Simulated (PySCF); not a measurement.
System: C$_{3}$H$_{6}$BClO.

Input

```
{"job": {"kind": "nmr", "xc": "PBE0", "basis": "pcSseg-1"}, "charge": 0, "multiplicity": 1}
Cl     2.938791    -0.824058     0.737575
B      2.181566    -0.006343    -0.598229
O      0.886542     0.213364    -0.653923
C     -0.079288    -0.144564     0.290565
C     -1.432573    -0.522746    -0.231134
C     -1.237451     0.790293     0.466964
H      2.841271     0.367733    -1.489171
H      0.321173    -0.663209     1.154788
H     -1.567334    -0.504903    -1.301086
H     -1.970025    -1.309472     0.274475
H     -1.243859     1.683724    -0.137066
H     -1.637615     0.919497     1.460215
```

Command:

```sh
OMP_NUM_THREADS=1 python probes_run.py task.json out
```

Geometry: GFN2-xTB.

The calculation used PBE0/pcSseg-1, SCF density, gas phase, non-relativistic in PySCF.

> Predict the electron density and electron localisation function between the atoms.

B–O (1.31 Å): ρ at the midpoint is about 2.3 e/Å³; the ELF peaks at about 0.90 between the atoms (a polar covalent bond).
C–O (1.40 Å): ρ is about 2.1 e/Å³ halfway, with its minimum of 1.8 e/Å³ about 0.5 Å from C; the ELF peaks at about 0.90 between the atoms, as expected for a polar covalent bond.
B–Cl (1.74 Å): ρ is about 1.4 e/Å³ halfway; the ELF peaks at about 0.90 between the atoms (a shared but strongly polarised pair).
C–H (1.08 Å): the density is about 2.1 e/Å³ at the midpoint; the ELF climbs to about 1 towards the hydrogen, as it does in any bond to H: a covalent bond by its length.

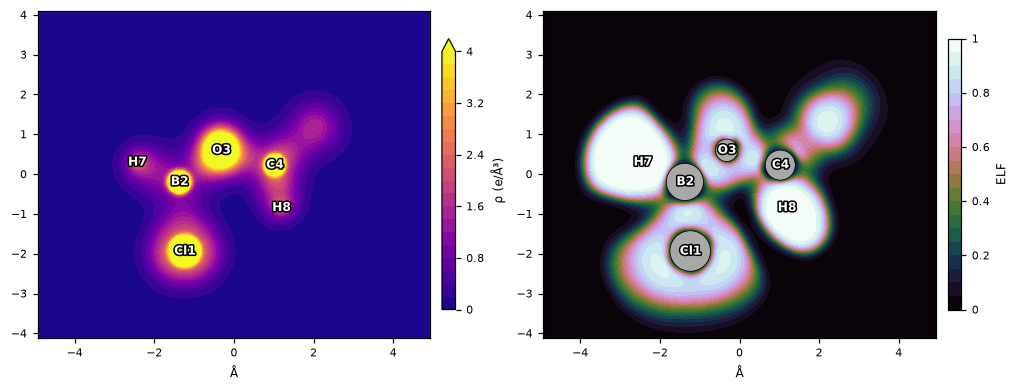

Computed electron density and electron localisation function on the plane of atoms Cl1, B2 and O3, in this order. Grey discs cover the atomic cores in the ELF map. 
